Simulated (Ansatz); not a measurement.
# LiZnF3 in R-3c, a phase reached by a soft mode: a soft mode frozen in

Wanted: the energy along a soft mode of LiZnF3 in R-3c, a phase reached by a soft mode and the structure at the end.

Main program and level: Ansatz 0.2.0; DFT PBEsol, scalar-relativistic, plane waves, PAW; PAW set soft_1.

The structure was built from a prototype and need not be the compound's stable phase.

## Step 1: The structure

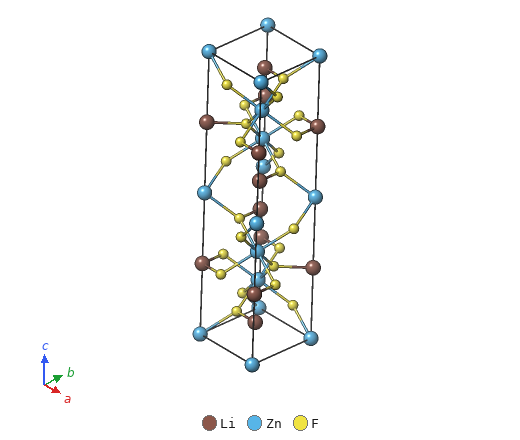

The starting structure, seen slightly off an axis (lithium brown, zinc blue, fluorine yellow). This picture shows the conventional cell, with its axes. Bonds to atoms that aren't drawn are left out. Some periodic images of atoms are drawn too.

## Step 2: Zone-centre response

This phase was reached earlier by freezing in an unstable mode of a structure of higher symmetry and relaxing. Its zone-centre modes can show that it is still unstable.

The input, input.yaml:

```yaml
crystal:
  lattice:
    - [2.5913554486, 1.4961197658, 4.6156195409]
    - [-2.5913554486, 1.4961197658, 4.6156195409]
    - [0.0, -2.9922395316, 4.6156195409]
  atoms:
    - { symbol: Li, position: [0.75, 0.75, 0.75] }
    - { symbol: Li, position: [0.25, 0.25, 0.25] }
    - { symbol: Zn, position: [0.5, 0.5, 0.5] }
    - { symbol: Zn, position: [0.0, 0.0, 0.0] }
    - { symbol: F, position: [0.25, 0.8942970337, 0.6057029663] }
    - { symbol: F, position: [0.75, 0.1057029663, 0.3942970337] }
    - { symbol: F, position: [0.6057029663, 0.25, 0.8942970337] }
    - { symbol: F, position: [0.3942970337, 0.75, 0.1057029663] }
    - { symbol: F, position: [0.8942970337, 0.6057029663, 0.25] }
    - { symbol: F, position: [0.1057029663, 0.3942970337, 0.75] }
kpoints:
  mp_grid: { grid: [6, 6, 6] }
hamiltonian:
  xc: pbesol
  pseudopotentials: { kind: paw, azcp: { folder: soft_1 }, xc_functional: pbe }
scf:
  occupations: { method: fixed }
output:
  eigenvalues: true
phonons:
  method: dfpt
  dielectric: true
  rigid_motions: translations
```

The run is started by

```bash
$ ansatz run input.yaml --threads 4 --pin off --max-ram 16384MiB --backend cpu --events-out ev --progress --plain --runs-dir out
```

Numbers of over 12 decimals in the logs are rounded to 6 here.

Log:

```text
Engine: ansatz 0.2.0, x86_64-unknown-linux-gnu
Pseudopotentials: kind: paw
Pseudopotential: Li, paw, valence charge 3, recommended cutoff 420 eV (normal), soft_1/Li.paw.azcp
Pseudopotential: Zn, paw, valence charge 12, recommended cutoff 420 eV (normal), soft_1/Zn.paw.azcp
Pseudopotential: F, paw, valence charge 7, recommended cutoff 420 eV (normal), soft_1/F.paw.azcp
Functional definition: PBEsol
  exchange = pbesol_x
  correlation = pbesol_c
Crystal: 10 atoms, lattice volume = 107.368 Å³
Basis set: ecut = 420 eV, 2109 PW (Γ), exchange–correlation on 80×80×80 points (8 copies of the dense FFT grid, shifted against one another)
Bands: 46, of which v1, the nominal top of the filled ones, is band 36 counted from 1 (35 counted from 0)
Symmetry: 12 space group operations
k-points: 112 of 216 (irreducible under 1 space group operation, time reversal used)
Non-local potential: Li, projectors of the file, l = 0: 3, l = 1: 2, l = 2: 1
Non-local potential: Zn, projectors of the file, l = 0: 2, l = 1: 2, l = 2: 3, l = 3: 1
Non-local potential: F, projectors of the file, l = 0: 2, l = 1: 2, l = 2: 1
PAW form: soft (Blöchl's): semilocal exchange-correlation on the pseudo side does not see the compensation charge
PAW frozen core: Zn, regenerated for the run's functional, and the local potential with it (the file was generated under x = pbe(κ = 0.804, μ = 0.219515), c = pbe(β = 0.066725))
PAW frozen core: F, regenerated for the run's functional, and the local potential with it (the file was generated under x = pbe(κ = 0.804, μ = 0.219515), c = pbe(β = 0.066725))
PAW one-centre angular grid: Li, 110 points (default); XC on 64 Gauss nodes
PAW one-centre angular grid: Zn, 590 points (default); XC on 64 Gauss nodes
PAW one-centre angular grid: F, 110 points (default); XC on 64 Gauss nodes
Initial density: superposition of atomic densities (chi_scale 0.1, normalization cell, long waves kept (reshape's long-wave potential 0.05 eV rms))
Initial wavefunctions: pseudopotential atomic-orbital guess
Functional: x = pbesol(κ = 0.804, μ = 0.123457), c = pbesol(β = 0.046)
SCF iter   1: F=—  HF=-11788.359569 eV  |F-HF|=—  |Δ(HF+E_count)|=         —  Δρ=1.95e-1  dr2=2.44e1  ethr=3.10e-3  ⟨swp⟩=4.6  Hψ=21124  notcnv=0  defer=875
preconditioner: auto → Resta (q_TF=auto, 2.553 Å⁻¹)  ε∞=3.7  [insulator: Δε(μ)=3.642 eV  Ē_g=18.100 eV  n_scr=26 (ndim 8)  ℏωp=29.6 eV  f_vac=0.000  ε∞_Penn≈3.7]
SCF iter   2: F=—  HF=-11779.907516 eV  |F-HF|=—  |Δ(HF+E_count)|=    8.45e0  Δρ=4.33e-2  dr2=1.49e0  ethr=3.10e-3  ⟨swp⟩=3.5  Hψ=13743  notcnv=0  defer=894
SCF iter   3: F=—  HF=-11779.071229 eV  |F-HF|=—  |Δ(HF+E_count)|=   8.36e-1  Δρ=2.38e-2  dr2=5.79e-1  ethr=2.07e-3  ⟨swp⟩=2.0  Hψ=9418  notcnv=0  defer=878
SCF iter   4: F=—  HF=-11778.995224 eV  |F-HF|=—  |Δ(HF+E_count)|=   7.60e-2  Δρ=1.14e-2  dr2=5.33e-2  ethr=8.04e-4  ⟨swp⟩=3.0  Hψ=8293  notcnv=0  defer=893
SCF iter   5: F=—  HF=-11779.060073 eV  |F-HF|=—  |Δ(HF+E_count)|=   6.48e-2  Δρ=8.05e-3  dr2=3.90e-2  ethr=7.40e-5  ⟨swp⟩=3.0  Hψ=9632  notcnv=0  defer=896
SCF iter   6: F=—  HF=-11779.044770 eV  |F-HF|=—  |Δ(HF+E_count)|=   1.53e-2  Δρ=3.05e-3  dr2=4.65e-3  ethr=5.42e-5  ⟨swp⟩=2.1  Hψ=8066  notcnv=0  defer=896
SCF iter   7: F=—  HF=-11779.044293 eV  |F-HF|=—  |Δ(HF+E_count)|=   4.77e-4  Δρ=7.07e-4  dr2=2.83e-4  ethr=6.46e-6  ⟨swp⟩=2.0  Hψ=8040  notcnv=0  defer=896
SCF iter   8: F=—  HF=-11779.044306 eV  |F-HF|=—  |Δ(HF+E_count)|=   1.26e-5  Δρ=8.43e-5  dr2=4.38e-6  ethr=3.93e-7  ⟨swp⟩=2.0  Hψ=7948  notcnv=0  defer=896
SCF iter   9: F=—  HF=-11779.044309 eV  |F-HF|=—  |Δ(HF+E_count)|=   3.31e-6  Δρ=1.76e-5  dr2=1.80e-7  ethr=6.08e-9  ⟨swp⟩=2.0  Hψ=8305  notcnv=0  defer=446
SCF iter  10: F=—  HF=-11779.044309 eV  |F-HF|=—  |Δ(HF+E_count)|=   4.97e-8  Δρ=1.70e-6  dr2=2.48e-9  ethr=2.51e-10  ⟨swp⟩=2.0  Hψ=7519  notcnv=0  defer=447
SCF iter  11: F=-11779.044309 eV  HF=-11779.044309 eV  |F-HF|=1.20e-10  |Δ(HF+E_count)|=   1.51e-9  Δρ=2.71e-7  dr2=7.85e-11  ethr=1.00e-12  ⟨swp⟩=11.8  Hψ=35765  notcnv=0
SCF 1 converged in 11 iterations: F = -11779.044309 eV  dr2 = 7.85e-11
  greatest PAW one-centre occupation: 1.000 electrons in one spin orbital (limit 2), on the Li atom at site 1 (counted from 0), in its partial waves of l = 0
NSCF: frozen V_eff on 6 k-points
DFPT response loops at Γ: preconditioner auto → none (the input reference at scf.mixing.eps_inf says where Resta's filter doesn't serve); β = 0.50; Broyden in place of MSR1
SCF converged after 11 iterations
Free energy (F): -11779.044309 eV
Harris-Foulkes:  -11779.044309 eV  (|F-HF|=1.20e-10)
Internal energy: -11779.044309 eV  (E = F + TS)
E sigma→0 (E₀):  -11779.044309 eV
Fermi energy:    2.750222 eV
--- Per-component energies (eV) ---
  E_band       = -375.204592
  E_kinetic    = 1509.425280
  E_local      = -7851.502750  (includes V_loc(G=0)·N_el)
  E_nonlocal   = 2148.301500
  E_hartree    = 2926.571548
  E_xc         = -626.055513
  E_vxc        = -710.214959  (∫ρ·V_xc dr)
  E_paw        = -4964.369015  (= ΣΔE_a)
  E_vpaw       = -1324.360701  (= ΣTr[D̂ρ^β])
  E_aug_tail   = 0.004224  (compensation charges beyond the density's cutoff)
  E_ewald      = -4923.268949
  E_core_change = 1.849368  (= ΣΔE_core)
  E_smearing   = -0.000000  (= −TS)
  E_closure    = -0.000000  (closes the sum)
  Σ components = -11779.044309   (vs F -11779.044309, Δ=0.00e0)
--- Band table (eV; the first three rows and the last of 112) ---
  k-point 0: bands = [... 32 lower, 1.4689, 1.4689, 2.7502, 2.7502, 6.9092, 12.5908, 12.9559, 14.1742, ... 6 higher]
  k-point 1: bands = [... 32 lower, 1.4944, 1.5961, 2.6449, 2.6474, 7.2959, 11.9807, 13.0811, 13.6204, ... 6 higher]
  k-point 2: bands = [... 32 lower, 1.6241, 1.7811, 2.3419, 2.3893, 8.2625, 10.7876, 13.0684, 13.1395, ... 6 higher]
  k-point 111: bands = [... 32 lower, 1.9480, 1.9480, 1.9480, 1.9480, 9.3904, 9.3904, 13.4058, 13.4058, ... 6 higher]
--- Phonons (Γ-DFPT): 6 representative perturbations + reference, on 112 of 216 k-points (Σ response iterations 23) ---
  k mesh reduced under 1 symmetry operation, with k and −k counted as one. Each operation leaves every solved perturbation unchanged. A smaller set is not considered because the run solves the response to a homogeneous field
  ASR residual: 1.903e-4 → 0.000e0 eV/Å²; symmetrization residual: 1.919e-4 eV/Å²
  ASR residual per site (eV/Å²): 1.90e-4 1.90e-4 1.26e-4 1.26e-4 3.84e-5 3.84e-5 3.84e-5 3.84e-5 3.84e-5 3.84e-5
  Γ frequencies (cm⁻¹): -153.52 -112.05 0.00 0.00 0.00 100.02 100.02 124.82 124.82 179.77 179.77 182.10 215.35 262.88 262.88 266.54 266.54 276.96 284.02 284.02 306.47 332.17 376.16 402.26 402.26 477.64 496.20 496.20 504.84 504.84
  ε∞ (high-frequency dielectric tensor):
        2.369525     0.000000     0.000000
        0.000000     2.369525     0.000000
        0.000000     0.000000     2.391960
  softest optical mode at Γ: -153.52 cm⁻¹; the repairs (sum rule, projections) moved no ω² at Γ by more than (15.27 cm⁻¹)²
  Born effective charges Z* (e; rows j = field, columns β = displacement):
    site 0:
         1.10831   -0.00000   -0.00000
         0.00000    1.10831    0.00000
         0.00000    0.00000    1.01741
    site 1:
         1.10831   -0.00000   -0.00000
         0.00000    1.10831    0.00000
         0.00000    0.00000    1.01741
    site 2:
         2.24973   -0.14461   -0.00000
         0.14461    2.24973    0.00000
         0.00000    0.00000    2.27319
    site 3:
         2.24973    0.14461   -0.00000
        -0.14461    2.24973    0.00000
         0.00000    0.00000    2.27319
    site 4:
        -1.18430   -0.11250    0.30151
        -0.11250   -1.05440    0.17408
         0.31585    0.18236   -1.09687
    site 5:
        -1.18430   -0.11250    0.30151
        -0.11250   -1.05440    0.17408
         0.31585    0.18236   -1.09687
    site 6:
        -1.18430    0.11250   -0.30151
         0.11250   -1.05440    0.17408
        -0.31585    0.18236   -1.09687
    site 7:
        -1.18430    0.11250   -0.30151
         0.11250   -1.05440    0.17408
        -0.31585    0.18236   -1.09687
    site 8:
        -0.98944    0.00000   -0.00000
         0.00000   -1.24925   -0.34816
         0.00000   -0.36471   -1.09687
    site 9:
        -0.98944   -0.00000   -0.00000
         0.00000   -1.24925   -0.34816
         0.00000   -0.36471   -1.09687
  Z* charge neutrality: 1.697e-4 e pre-enforcement
  k-mesh period / interband length: 31.1 Å / 0.98 Å = 31.77 at k = (0.0000, 0.0000, 0.0000), direct gap 4.159 eV — 14 or more, which is no proof of convergence
  optical modes at Γ without the LO–TO term, one row a degenerate level:
      ω (cm⁻¹)  modes    IR ((D/Å)²/amu)
       -153.52      1            11.7826
       -112.05      1             0.0000
        100.02      2             2.9383
        124.82      2             0.0000
        179.77      2             1.6360
        182.10      1             0.9422
        215.35      1             0.0000
[...]
optical modes at Γ + LO–TO along q̂ = [1.0000, 0.0000, 0.0000]:
      ω (cm⁻¹)  modes    IR ((D/Å)²/amu)
[...]
optical modes at Γ + LO–TO along q̂ = [0.0000, 1.0000, 0.0000]:
      ω (cm⁻¹)  modes    IR ((D/Å)²/amu)
[...]
optical modes at Γ + LO–TO along q̂ = [0.0000, 0.0000, 1.0000]:
      ω (cm⁻¹)  modes    IR ((D/Å)²/amu)
[...]
228.53      1             2.5941
        262.88      2             0.0000
        266.54      2             5.9195
        276.96      1             0.0000
        284.02      2             0.0000
        306.47      1             0.0000
        332.17      1             0.0000
        402.26      2            14.2780
        477.64      1             0.0000
        495.83      1            16.5612
        496.20      2            18.1225
        504.84      2             0.0000
```

Wall time 2.4 min (4 threads of Intel Xeon Platinum 8375C at 2.90GHz (Ice Lake), shared host); peak memory 2.4 GiB.

The column dr2 measures how far the density is from self-consistency, as an energy; F and HF (Harris–Foulkes) agree once it is small.

Numbers from this step:

```
gap on the k-mesh                                       : 4.159 eV
volume per atom                                         : 10.74 Å³
sum-rule residual before enforcement                    : 1.90e-4 eV/Å²
miss of the charge sum rule                             : 1.70e-4 e
point group                                             : -3m
highest optical mode at the zone centre (no LO-TO term) : 504.8 cm⁻¹
lowest optical zone-centre mode                         : -153.5 cm⁻¹
mean high-frequency dielectric constant                 : 2.377
largest Born charge (third of the trace)                : 2.258 e
top of the zone-centre spectrum with the field          : 613.1 cm⁻¹
```

Without the LO-TO term. Patterns of degenerate modes are one choice out of their space. Modes at Γ, with each element's share of the kinetic energy (negative means imaginary):

| mode | frequency (cm⁻¹) | symmetry | Li % | Zn % | F % |
| --- | --- | --- | --- | --- | --- |
| 1 | -153.5 | A2u | 72 | 1 | 27 |
| 2 | -112.0 | A2g | 81 | 0 | 19 |
| 3 | 0.0 | acoustic | 5 | 51 | 44 |
| 4 | 0.0 | acoustic | 5 | 51 | 44 |
| 5 | 0.0 | acoustic | 5 | 51 | 44 |
| 6 | 100.0 | Eu | 2 | 4 | 94 |
| 7 | 100.0 | Eu | 2 | 4 | 94 |
| 8 | 124.8 | Eg | 4 | 0 | 96 |
| 9 | 124.8 | Eg | 4 | 0 | 96 |
| 10 | 179.8 | Eu | 3 | 77 | 19 |
| 11 | 179.8 | Eu | 3 | 77 | 19 |
| 12 | 182.1 | A2u | 22 | 37 | 40 |
| 13 | 215.3 | A1u | 0 | 91 | 9 |
| 14 | 262.9 | Eg | 2 | 0 | 98 |
| 15 | 262.9 | Eg | 2 | 0 | 98 |
| 16 | 266.5 | Eu | 5 | 61 | 34 |
| 17 | 266.5 | Eu | 5 | 61 | 34 |
| 18 | 277.0 | A2g | 18 | 0 | 82 |
| 19 | 284.0 | Eg | 8 | 0 | 92 |
| 20 | 284.0 | Eg | 8 | 0 | 92 |
| 21 | 306.5 | A1g | 0 | 0 | 100 |
| 22 | 332.2 | A1u | 0 | 9 | 91 |
| 23 | 376.2 | A2u | 0 | 11 | 89 |
| 24 | 402.3 | Eu | 5 | 8 | 88 |
| 25 | 402.3 | Eu | 5 | 8 | 88 |
| 26 | 477.6 | A2g | 0 | 0 | 100 |
| 27 | 496.2 | Eu | 79 | 0 | 20 |
| 28 | 496.2 | Eu | 79 | 0 | 20 |
| 29 | 504.8 | Eg | 85 | 0 | 15 |
| 30 | 504.8 | Eg | 85 | 0 | 15 |

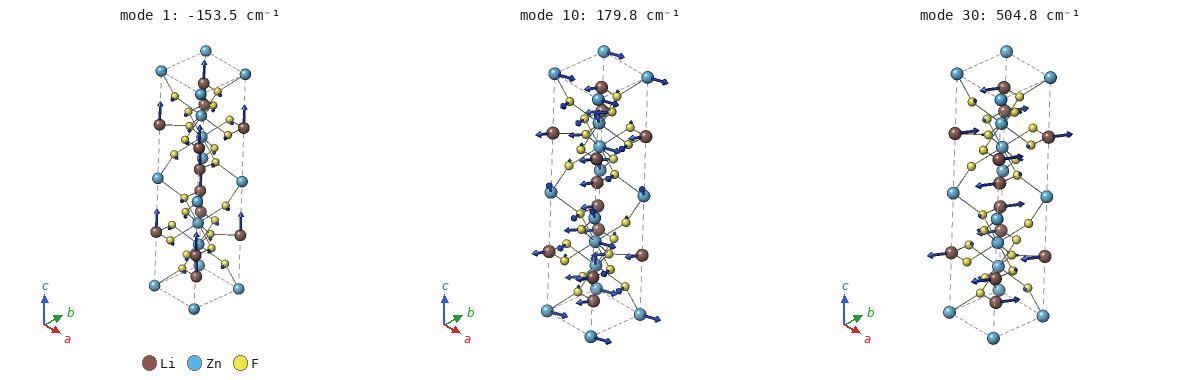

Displacement patterns of modes 1, 10 and 30 at Γ; arrows are exaggerated. Bonds to atoms that aren't drawn are left out. Some periodic images of atoms are drawn too.

Before it was imposed, the acoustic sum rule was missed by 1.9e-4 eV/Å² and the charge sum rule by 1.7e-4 e. Small misses are needed for a sound result but don't prove that mesh and cutoff are converged. The lowest optical mode is imaginary, 153.5i cm⁻¹, so the energy falls along it.

## Step 3: The mode frozen in, largest atomic shift 0 Å

The mode followed lies at Γ with frequency 153.5i cm⁻¹, the softest among the wavevectors solved. At small amplitude the distorted cell has space group no. 161 by a symmetry search on the positions. The undistorted cell that holds it gives the zero of energy on the same k mesh.

input.yaml, as its differences from that of step 2:

```diff
@@ -22,8 +22,6 @@
 scf:
-  occupations: { method: fixed }
+  occupations: { method: gaussian, width: 0.02 }
 output:
+  forces: true
+  stress: true
   eigenvalues: true
-phonons:
-  method: dfpt
-  dielectric: true
-  rigid_motions: translations
```

Log:

```text
[...]
Crystal: 10 atoms, lattice volume = 107.368 Å³
Basis set: ecut = 420 eV, 2109 PW (Γ), exchange–correlation on 80×80×80 points (8 copies of the dense FFT grid, shifted against one another)
Bands: 46, of which v1, the nominal top of the filled ones, is band 36 counted from 1 (35 counted from 0)
Symmetry: 12 space group operations
[...]
k-points: 32 of 216
[...]
k-point 0: bands = [... 32 lower, 1.4689, 1.4689, 2.7502, 2.7502, 6.9092, 12.5908, 12.9559, 14.1742, ... 4 higher]
  k-point 1: bands = [... 32 lower, 1.4944, 1.5961, 2.6449, 2.6474, 7.2959, 11.9807, 13.0811, 13.6204, ... 4 higher]
  k-point 2: bands = [... 32 lower, 1.6241, 1.7811, 2.3419, 2.3893, 8.2625, 10.7876, 13.0684, 13.1395, ... 4 higher]
  k-point 31: bands = [... 32 lower, 1.9480, 1.9480, 1.9480, 1.9480, 9.3904, 9.3904, 13.4058, 13.4058, ... 4 higher]
[key lines of the parts left out:]
SCF converged after 10 iterations
Free energy (F): -11779.044309 eV
Fermi energy:    4.829726 eV
P = ⅓ Tr σ = -0.0005 GPa (-0.005 kbar)
```

The job ended after 2.4 s (4 threads; peak memory 0.57 GiB).

This step gave:

* pressure: -5.16e-4 GPa
* energy from the undistorted cell: 0 meV/atom

At this level the gap is 4.16 eV on the k-mesh of the self-consistent run, which can miss the band edges.

## Step 4: The mode frozen in, largest atomic shift 0.6 Å

The atoms are moved along the unstable eigenvector, the largest shift by 0.6 Å, with the cell fixed.

input.yaml, the sections that differ from step 3:

```yaml
crystal:
  lattice:
    - [2.5913554486, 1.4961197658, 4.6156195409]
    - [-2.5913554486, 1.4961197658, 4.6156195409]
    - [0.0, -2.9922395316, 4.6156195409]
  atoms:
    - { symbol: Li, position: [0.7933311278, 0.7933311278, 0.7933311278] }
    - { symbol: Li, position: [0.2933311278, 0.2933311278, 0.2933311278] }
    - { symbol: Zn, position: [0.5020331956, 0.5020331956, 0.5020331956] }
    - { symbol: Zn, position: [0.0020331956, 0.0020331956, 0.0020331956] }
    - { symbol: F, position: [0.2263603201, 0.8947041156, 0.6061100483] }
    - { symbol: F, position: [0.7263603201, 0.1061100483, 0.3947041156] }
    - { symbol: F, position: [0.6061100483, 0.2263603201, 0.8947041156] }
    - { symbol: F, position: [0.3947041156, 0.7263603201, 0.1061100483] }
    - { symbol: F, position: [0.8947041156, 0.6061100483, 0.2263603201] }
    - { symbol: F, position: [0.1061100483, 0.3947041156, 0.7263603201] }
# kpoints, hamiltonian, scf, output: as in step 3
```

Log:

```text
[...]
Crystal: 10 atoms, lattice volume = 107.368 Å³
Basis set: ecut = 420 eV, 2109 PW (Γ), exchange–correlation on 80×80×80 points (8 copies of the dense FFT grid, shifted against one another)
Bands: 46, of which v1, the nominal top of the filled ones, is band 36 counted from 1 (35 counted from 0)
Symmetry: 6 space group operations
[...]
k-points: 32 of 216 (time reversal used)
[...]
k-point 0: bands = [... 32 lower, 1.5758, 1.5758, 2.6515, 2.6515, 6.8389, 11.9664, 12.7975, 14.2071, ... 3 higher]
  k-point 1: bands = [... 32 lower, 1.5752, 1.6510, 2.5523, 2.5540, 7.2342, 11.7420, 12.6850, 13.5464, ... 3 higher]
  k-point 2: bands = [... 32 lower, 1.6434, 1.8074, 2.2607, 2.3227, 8.2088, 10.6967, 13.0470, 13.1374, ... 3 higher]
  k-point 31: bands = [... 32 lower, 1.9459, 1.9459, 1.9459, 1.9459, 9.2216, 9.2216, 13.5442, 13.5442, ... 3 higher]
[key lines of the parts left out:]
SCF converged after 10 iterations
Free energy (F): -11779.196644 eV
Fermi energy:    4.745248 eV
P = ⅓ Tr σ = -1.8888 GPa (-18.888 kbar)
```

Wall time 3.8 s (4 threads); peak memory 0.51 GiB; 14 s of CPU time.

Numbers from this step:

- pressure: -1.889 GPa
- gap on the k-mesh: 4.187 eV
- energy from the undistorted cell: -15.23 meV/atom

The energy, extrapolated to zero smearing, is -15.23 meV/atom against the undistorted cell.

The run ends at a pressure of -1.89 GPa, with forces up to 0.20 eV/Å.

## Step 5: Energy along the mode, all amplitudes (two of the runs are shown above)

An imaginary frequency means negative curvature, so the energy should fall and then rise again as anharmonic terms take over.

Numbers from this step:

```
depth at the lowest point sampled  : 15.23 meV/atom
largest atomic shift at that point : 0.6 Å
```

Energy from the parent against largest atomic shift:

| largest atomic shift (Å) | energy from the parent (meV/atom) |
| --- | --- |
| 0.000 | 0 |
| 0.040 | -0.134 |
| 0.080 | -0.53 |
| 0.140 | -1.59 |
| 0.220 | -3.72 |
| 0.320 | -7.16 |
| 0.450 | -11.8 |
| 0.600 | -15.2 |

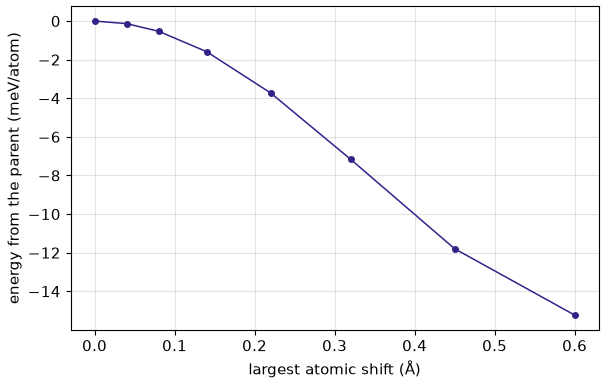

Energy from the parent, plotted against largest atomic shift.

Displacement at unit largest shift by atom:

| atom | x (Å) | y (Å) | z (Å) | size |
| --- | --- | --- | --- | --- |
| Li1 | 0.00 | 0.00 | 1.00 | 1.00 |
| Li2 | 0.00 | 0.00 | 1.00 | 1.00 |
| Zn3 | 0.00 | 0.00 | 0.05 | 0.05 |
| Zn4 | 0.00 | 0.00 | 0.05 | 0.05 |
| F5 | -0.10 | -0.06 | -0.18 | 0.21 |
| F6 | -0.10 | -0.06 | -0.18 | 0.21 |
| F7 | 0.10 | -0.06 | -0.18 | 0.21 |
| F8 | 0.10 | -0.06 | -0.18 | 0.21 |
| F9 | 0.00 | 0.12 | -0.18 | 0.21 |
| F10 | 0.00 | 0.12 | -0.18 | 0.21 |

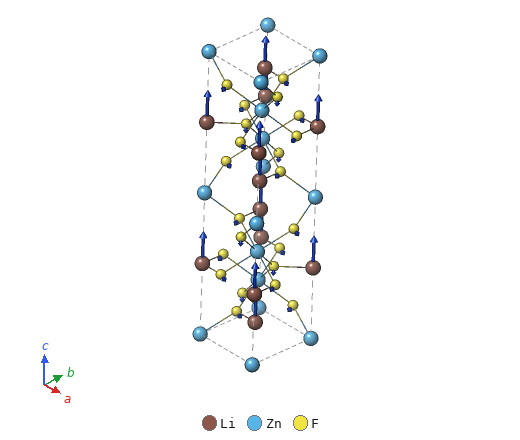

Displacement at unit largest shift as arrows, the longest 1 Å. Bonds to atoms that aren't drawn are left out. Some periodic images of atoms are drawn too.

The lowest of the steps tried is the last one, at 0.6 Å, 15.2 meV/atom below the parent; the bottom of the well need not coincide with a step.

(Part 1 of 3 ends here.)

[Logs are printed without paths, hosts, clocks, repeated set-up lines and the standing remarks that a program may print on its own settings, such as how far it seeks lower states.]

[Hosts, paths, dates, database ids (printed as entryN), source tags and the programs' standing remarks are cut or masked in the printed files.]
